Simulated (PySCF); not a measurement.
# C₃H₆OSi: electronic excitations and core binding energies

What electronic excitations and core binding energies should C₃H₆OSi (`O[SiH2]C1C=C1`) show?

Computed with PySCF 2.14.0, with density-fitted response routines of our own, on a single molecule in the gas phase. Atoms are numbered from 0 throughout.

**1. The molecule as given**

11 atoms, charge 0, multiplicity 1; geometry from: GFN2-xTB.

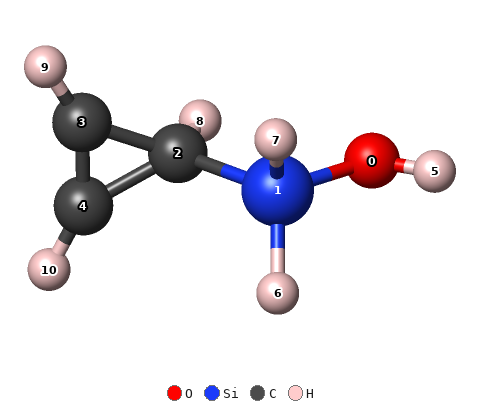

The starting geometry (oxygen red, silicon blue, carbon dark grey, hydrogen pink), atoms numbered.

**2. Excited states and response: B3LYP/def2-SVPD**

What the job is given:

```
{"job": {"kind": "uv", "xc": "B3LYP", "basis": "def2-SVPD", "nstates": 8, "ntriplets": 3}, "charge": 0, "multiplicity": 1}
O      1.981332     0.654295     1.053627
Si     1.146598     0.120989    -0.238673
C     -0.610166     0.021984     0.423626
C     -1.602448    -0.985157    -0.113437
C     -1.808809     0.239024    -0.473132
H      2.921051     0.803683     1.010562
H      1.274874     1.065108    -1.354892
H      1.658039    -1.183749    -0.674216
H     -0.728547     0.308934     1.469527
H     -1.861616    -2.014553    -0.126270
H     -2.364884     0.972114    -1.002685
```

Level: TDDFT B3LYP/def2-SVPD, vertical, gas phase, core orbitals frozen in the response.

Launch:

```bash
> OMP_NUM_THREADS=1 python probes_run.py task.json out
```

One launch serves the whole session: the jobs run in the order shown.

Standard output:

```text
coarse grid: 9688 points
cycle   1  E = -482.1833606470  dE =  6.719e-01  |g| = 7.670e-01  |ddm| = 4.838e+00
cycle   2  E = -481.9327746863  dE =  2.506e-01  |g| = 1.352e+00  |ddm| = 1.821e+00
cycle   3  E = -482.2997030024  dE = -3.669e-01  |g| = 1.036e-01  |ddm| = 1.102e+00
cycle   4  E = -482.3016452181  dE = -1.942e-03  |g| = 5.202e-02  |ddm| = 2.053e-01
cycle   5  E = -482.3023552221  dE = -7.100e-04  |g| = 7.473e-03  |ddm| = 7.518e-02
cycle   6  E = -482.3023672159  dE = -1.199e-05  |g| = 3.333e-03  |ddm| = 1.483e-02
cycle   7  E = -482.3023700436  dE = -2.828e-06  |g| = 3.791e-04  |ddm| = 5.584e-03
final grid: 88992 points
cycle   8  E = -482.3809157526  dE = -2.509e-05  |g| = 3.103e-03  |ddm| = 6.879e-02
cycle   9  E = -482.3809146117  dE =  1.141e-06  |g| = 3.809e-03  |ddm| = 1.100e-02
cycle  10  E = -482.3809185580  dE = -3.946e-06  |g| = 3.841e-04  |ddm| = 5.348e-03
cycle  11  E = -482.3809185842  dE = -2.616e-08  |g| = 1.807e-04  |ddm| = 5.923e-04
cycle  12  E = -482.3809185902  dE = -5.988e-09  |g| = 4.755e-05  |ddm| = 2.190e-04
cycle  13  E = -482.3809185907  dE = -4.749e-10  |g| = 1.595e-05  |ddm| = 7.227e-05
converged SCF energy = -482.3809185907

Static polarisability (au): isotropic 62.305, principal 54.818 59.739 72.358

Singlet excitations
state   eV       nm        f      main configurations
  1   5.5864    221.9   0.03314   H->L 0.96
  2   5.7268    216.5   0.00052   H->L+1 0.97
  3   6.2598    198.1   0.00728   H-1->L 0.81, H-2->L 0.18
  4   6.5754    188.6   0.00810   H->L+2 0.97
  5   6.7922    182.5   0.00009   H-1->L+1 0.79, H->L+3 0.14
  6   6.8325    181.5   0.00038   H->L+3 0.83, H-1->L+1 0.14
  7   7.0225    176.6   0.06477   H->L+4 0.88
  8   7.2265    171.6   0.01150   H-2->L 0.79, H-1->L 0.17

Triplet excitations (Tamm-Dancoff, eV): 3.7900 5.5714 5.8719
```

Run time: 14 s. Hardware: 1 thread of Arm Neoverse V2, shared host; peak memory 0.64 GiB.

Frontier orbitals and where they lie:

```
orbital     eV                       atoms
 HOMO−3  -9.18   O0 27 %, C3 16 %, C4 16 %
 HOMO−2  -8.59   O0 34 %, C2 21 %, C3 10 %
 HOMO−1  -7.96  C2 19 %, Si1 18 %, O0 14 %
   HOMO  -6.67   C4 25 %, C3 25 %, C2 23 %
   LUMO  -0.42    C4 38 %, C3 37 %, H9 7 %
 LUMO+1  -0.10  O0 29 %, Si1 28 %, H5 15 %
 LUMO+2   0.81  Si1 27 %, C3 17 %, C4 17 %
```

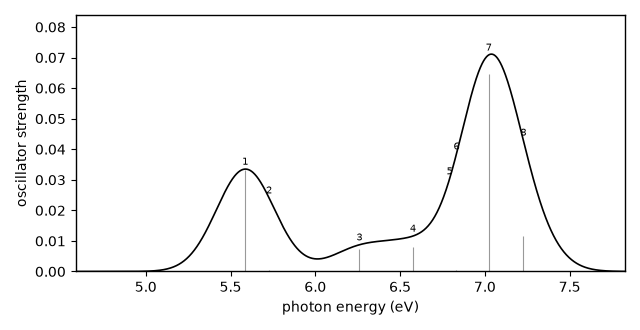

Absorption spectrum from the 8 singlet states computed; above the last one it falls off for lack of states. Lines are broadened to a width of 0.40 eV (Gaussian).

Further results of this job:

```
           property  computed
  dipole moment (D)      0.66
polarisability (Å³)      9.23
 HOMO–LUMO gap (eV)      6.26
      −ε(HOMO) (eV)      6.67
```

**3. Core holes by ΔSCF: SCAN, X2C**

Same as in step 2 but for these lines:

```diff
@@ -1,2 +1,2 @@
-{"job": {"kind": "uv", "xc": "B3LYP", "basis": "def2-SVPD", "nstates": 8, "ntriplets": 3}, "charge": 0, "multiplicity": 1}
+{"job": {"kind": "xps"}, "charge": 0, "multiplicity": 1}
 O      1.981332     0.654295     1.053627
```

With the program's defaults for keys left out, this is: delta-SCF UKS SCAN, pcX-2 on the ionised atom, pcseg-1 elsewhere, spin-free X2C.

Standard output:

```text
ground state, core basis on atom 0 (O), 135 functions
  cycle   1  E = -482.97609660  |g| = 8.92e-01
  cycle   2  E = -482.57475630  |g| = 1.68e+00
  cycle   3  E = -483.11801513  |g| = 1.66e-01
  cycle   4  E = -483.12297703  |g| = 7.46e-02
  cycle   5  E = -483.12442605  |g| = 1.44e-02
  cycle   6  E = -483.12446052  |g| = 7.98e-03
  cycle   7  E = -483.12447734  |g| = 2.36e-03
  cycle   8  E = -483.12447832  |g| = 3.80e-04
  E(ground) = -483.16232384 Eh
hole in O 1s of atom 0
  cycle   1  E = -462.53214062  |g| = 2.22e+00
  cycle   2  E = -460.43174627  |g| = 2.52e+00
  cycle   3  E = -462.97941844  |g| = 8.02e-01
  cycle   4  E = -463.29501516  |g| = 2.89e-01
  cycle   5  E = -463.33327008  |g| = 9.89e-02
  cycle   6  E = -463.33818958  |g| = 2.36e-02
  cycle   7  E = -463.33842148  |g| = 1.24e-02
  cycle   8  E = -463.33849896  |g| = 3.08e-03
  cycle   9  E = -463.33850035  |g| = 2.56e-03
  cycle  10  E = -463.33850416  |g| = 7.98e-04
  cycle  11  E = -463.33850469  |g| = 1.31e-04
  E(ion) = -463.37728570 Eh   <S^2> = 0.7614   hole on atom = 1.000   binding energy = 538.378 eV
ground state, core basis on atom 1 (Si), 146 functions
  cycle   1  E = -483.19319377  |g| = 2.94e-01
  cycle   2  E = -483.19218852  |g| = 1.05e-01
  cycle   3  E = -483.19095878  |g| = 1.29e-01
  cycle   4  E = -483.19395606  |g| = 1.35e-02
  cycle   5  E = -483.19398302  |g| = 1.93e-03
  cycle   6  E = -483.19398294  |g| = 6.98e-04
  cycle   7  E = -483.19398382  |g| = 2.88e-04
  E(ground) = -483.19336132 Eh
hole in Si 1s of atom 1
  cycle   1  E = -414.27456540  |g| = 4.35e+00
  cycle   2  E = -414.29806349  |g| = 2.18e+00
  cycle   3  E = -414.91472544  |g| = 8.57e-01
  cycle   4  E = -415.27330165  |g| = 3.49e-01
  cycle   5  E = -415.31604135  |g| = 1.47e-01
  cycle   6  E = -415.32443314  |g| = 4.24e-02
  cycle   7  E = -415.32510221  |g| = 1.61e-02
  cycle   8  E = -415.32523122  |g| = 4.88e-03
  cycle   9  E = -415.32523996  |g| = 2.02e-03
  cycle  10  E = -415.32524357  |g| = 5.01e-04
  cycle  11  E = -415.32524307  |g| = 2.54e-04
  E(ion) = -415.33192408 Eh   <S^2> = 0.7520   hole on atom = 1.000   binding energy = 1846.604 eV
hole in Si 2p of atom 1
  cycle   1  E = -478.93351672  |g| = 1.24e+00
  cycle   2  E = -478.77376431  |g| = 1.14e+00
  cycle   3  E = -479.19098250  |g| = 3.36e-01
  cycle   4  E = -479.24476415  |g| = 1.23e-01
  cycle   5  E = -479.24935982  |g| = 5.38e-02
  cycle   6  E = -479.25056885  |g| = 1.60e-02
  cycle   7  E = -479.25068937  |g| = 3.76e-03
  cycle   8  E = -479.25069563  |g| = 1.76e-03
  cycle   9  E = -479.25069727  |g| = 4.35e-04
  E(ion) = -479.26074159 Eh   <S^2> = 0.7515   hole on atom = 1.003   binding energy = 107.012 eV
  2p3/2 = 106.756 eV   2p1/2 = 107.382 eV
ground state, core basis on atom 2 (C), 135 functions
  cycle   1  E = -483.09307594  |g| = 6.41e-02
  cycle   2  E = -483.09304200  |g| = 3.57e-02
  cycle   3  E = -483.09315706  |g| = 2.93e-02
  cycle   4  E = -483.09331809  |g| = 5.99e-03
  cycle   5  E = -483.09332786  |g| = 1.80e-03
  cycle   6  E = -483.09333002  |g| = 5.31e-04
  cycle   7  E = -483.09333083  |g| = 8.53e-05
  E(ground) = -483.13387599 Eh
hole in C 1s of atom 2
  cycle   1  E = -471.84415650  |g| = 1.51e+00
  cycle   2  E = -470.95481318  |g| = 1.97e+00
  cycle   3  E = -472.35988895  |g| = 3.81e-01
  cycle   4  E = -472.41360625  |g| = 1.36e-01
  cycle   5  E = -472.42137657  |g| = 4.73e-02
  cycle   6  E = -472.42229371  |g| = 1.62e-02
  cycle   7  E = -472.42237674  |g| = 9.30e-03
  cycle   8  E = -472.42241916  |g| = 2.17e-03
  cycle   9  E = -472.42242234  |g| = 2.75e-03
  cycle  10  E = -472.42242698  |g| = 8.71e-04
  cycle  11  E = -472.42242698  |g| = 2.28e-04
  E(ion) = -472.46157031 Eh   <S^2> = 0.7739   hole on atom = 1.000   binding energy = 290.408 eV
ground state, core basis on atom 3 (C), 135 functions
  cycle   1  E = -483.09360817  |g| = 5.76e-02
  cycle   2  E = -483.09341612  |g| = 3.20e-02
  cycle   3  E = -483.09312114  |g| = 4.59e-02
  cycle   4  E = -483.09367091  |g| = 5.00e-03
  cycle   5  E = -483.09367616  |g| = 5.68e-04
  cycle   6  E = -483.09367634  |g| = 1.57e-04
  E(ground) = -483.13508139 Eh
hole in C 1s of atom 3
  cycle   1  E = -471.82976486  |g| = 1.51e+00
  cycle   2  E = -469.26590816  |g| = 2.35e+00
  cycle   3  E = -471.97072181  |g| = 9.34e-01
  cycle   4  E = -472.33413890  |g| = 3.96e-01
  cycle   5  E = -472.38623383  |g| = 2.22e-01
  cycle   6  E = -472.40772123  |g| = 5.86e-02
  cycle   7  E = -472.40950900  |g| = 2.06e-02
  cycle   8  E = -472.40973478  |g| = 7.46e-03
  cycle   9  E = -472.40980152  |g| = 4.98e-03
  cycle  10  E = -472.40983468  |g| = 3.49e-03
  cycle  11  E = -472.40985910  |g| = 1.96e-03
  cycle  12  E = -472.40987234  |g| = 8.58e-04
  cycle  13  E = -472.40987464  |g| = 5.04e-04
  cycle  14  E = -472.40987525  |g| = 1.78e-04
  E(ion) = -472.45018087 Eh   <S^2> = 0.8274   hole on atom = 1.000   binding energy = 290.751 eV
```

Wall time 32 s (1 thread of Arm Neoverse V2, shared host); peak memory 0.43 GiB.

The holes in one table. −ε is the ground-state orbital energy:

```
       hole  stands for                  environment  ΔSCF (eV; 2p as the shell's mean)  −ε (eV)   ⟨S²⟩
  O1s on O0          O0       oxygen bonded to Si, H                             538.38    516.3  0.761
Si1s on Si1         Si1  silicon bonded to C, O, 2 H                            1846.60   1793.2  0.752
Si2p on Si1         Si1  silicon bonded to C, O, 2 H                             106.96     96.0  0.751
  C1s on C2          C2   three-membered-ring carbon                             290.41    273.8  0.774
  C1s on C3      C3, C4                    alkene CH                             290.75    274.2  0.827
```

Each hole run stands for the others of its class of like atoms.

With the spin-orbit splitting: Si1 2p3/2 106.76, 2p1/2 107.38 eV. The table gives each 2p level as the mean over the whole 2p shell (two parts 2p3/2, one part 2p1/2), which differs a little from the single hole in the log.

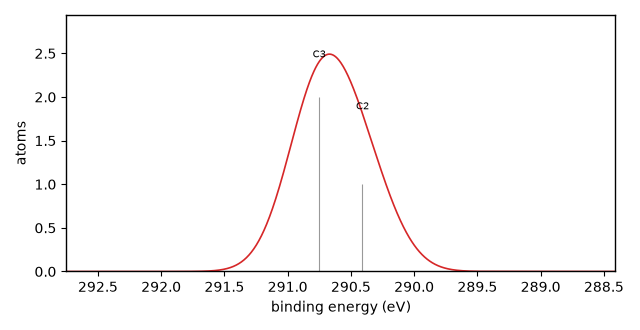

The C1s photoelectron lines, weighted by the number of atoms. Lines are broadened to a width of 0.60 eV (Gaussian).

**4. Results**

| quantity | value |
| --- | --- |
| lowest singlet (B3LYP/def2-SVPD) | 5.59 eV (222 nm), f = 0.033 |
| brightest single state of those computed | state 7, 7.02 eV, f = 0.065 |
| lowest triplet | 3.79 eV |
| C1s binding energies, SCAN/pcX-2 | C3 290.75, C2 290.41 eV |
| O1s binding energies, SCAN/pcX-2 | O0 538.38 eV |
| Si1s binding energies, SCAN/pcX-2 | Si1 1846.60 eV |
| Si2p binding energies, SCAN/pcX-2 | Si1 106.96 eV |

**Reading.** The first singlet state (HOMO→LUMO 0.96) lies at 5.59 eV and is weak; of the 8 states computed, the strongest absorption comes from state 7 at 7.02 eV. The lowest triplet lies 1.80 eV below the lowest singlet (triplets in Tamm-Dancoff, singlets in full TDDFT). States above −ε(HOMO) lie where TDDFT describes them poorly and they hang on the basis; the brightest is among them. C3 (alkene CH) binds its C1s electron 0.34 eV more tightly than C2 (three-membered-ring carbon).
